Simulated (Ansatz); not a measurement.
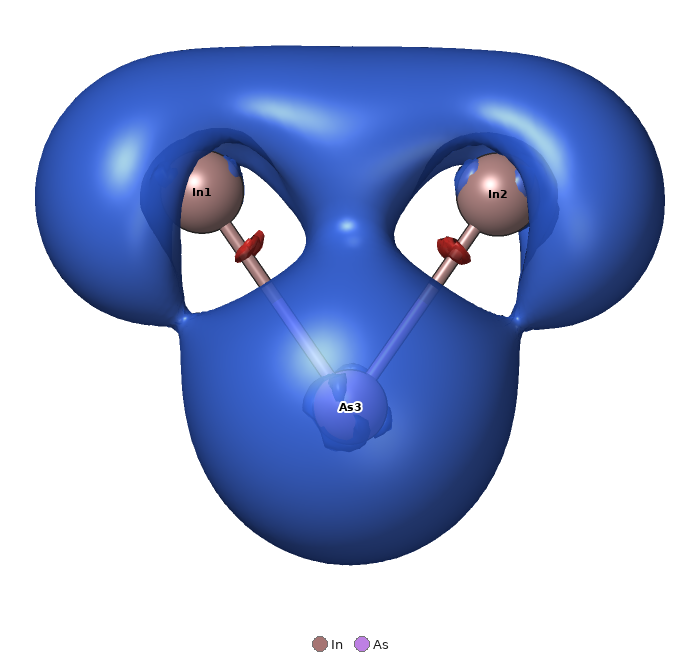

AsIn$_{2}$ (charge +1, quintet). Isosurfaces of the spin density at +0.02 (blue) and −0.02 e/Å³ (red), seen across its widest extent.

Geometry: r2SCAN-D4/def2-TZVP; core potentials replace the inner electrons of In.

The calculation used Ansatz, UKS PBE0-D4/def2-TZVP.

```xyz
3

In    1.6491   -0.6383    0.5098
In   -1.1106    1.1468    0.9156
As   -0.5385   -0.5085   -1.4254
```

Where is the unpaired spin?

Answer. The unpaired spin (4 electrons) lies mostly on As3 (about 2.3), In1 (about 0.9) and In2 (about 0.9), in electrons by Hirshfeld's partition.
